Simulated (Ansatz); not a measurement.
Geometry optimisation.

Program: Ansatz.

```
crystal:
  lattice:
    - [6.81189748, 0.0, 0.0]
    - [-3.40594874, 5.89927626, 0.0]
    - [0.0, 0.0, 5.82327361]
  atoms:
    - { symbol: Cs, position: [0.5, 0.0, 0.0] }
    - { symbol: Cs, position: [0.0, 0.5, 0.0] }
    - { symbol: Cs, position: [0.5, 0.5, 0.0] }
    - { symbol: Hf, position: [0.0, 0.0, 0.5] }
    - { symbol: Sc, position: [0.33333333, 0.66666667, 0.35327578] }
    - { symbol: Sc, position: [0.66666667, 0.33333333, 0.64672422] }
basis:
  ecutwfc: 420
kpoints:
  mp_grid: { grid: [3, 3, 4] }
hamiltonian:
  xc: pbe
scf:
  occupations: { method: gaussian, width: 0.1 }
  lower_state_search: "off"
output:
  forces: true
  stress: true
  eigenvalues: true
relax:
  adjacent_minimum: "off"
  f_tol: 0.04
  max_steps: 70
  cell: { stress_tol: 0.4 }
```

Run as:
```bash
ansatz run input.yaml --threads 1 --pin off --max-ram 2560MiB --backend cpu --events-out ev --progress --plain --runs-dir out
```

How does the optimisation go?

Answer. The optimisation met its thresholds at geometry 8, counting the start as the first. The energy fell by about 540 meV/atom from the first step to the last. The largest force component goes from about 2.8 eV/Å at the start to 6 × 10⁻⁴ eV/Å at the end. The volume grows from 39.0 to 41.9 Å³ per atom (+7 %), as the pressure goes from 1.5 GPa to about 0 GPa.

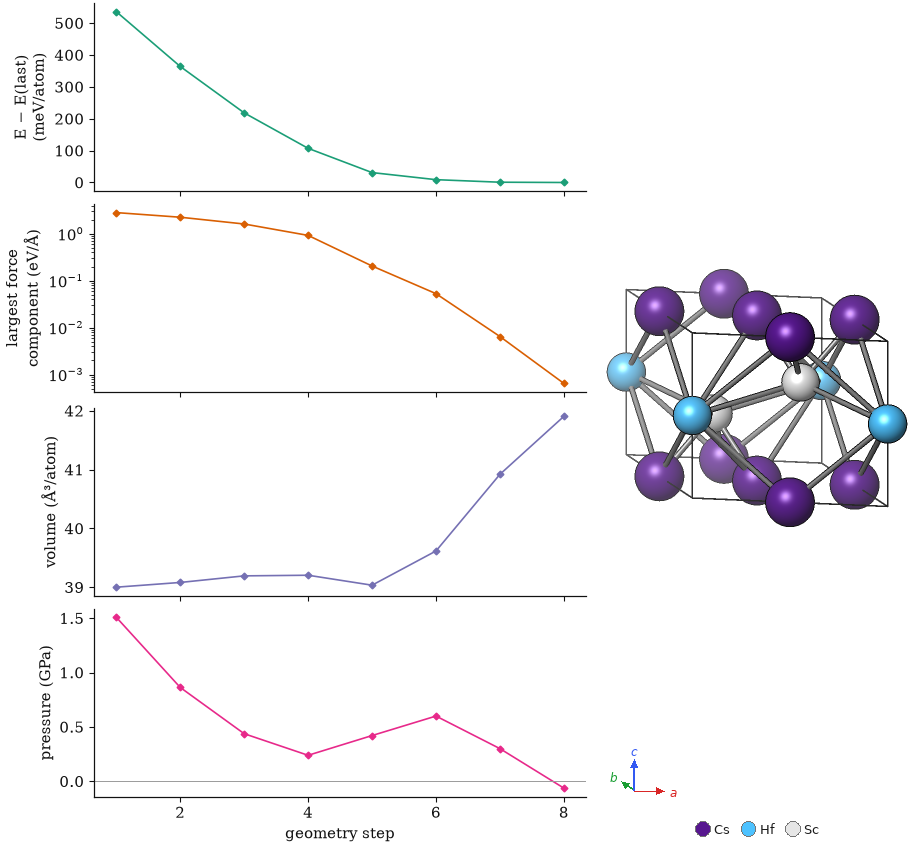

Beside the plot: the structure at the start.

History of the run, step by step. Atoms and cell relax. A closing SCF on a freshly chosen basis isn't drawn.
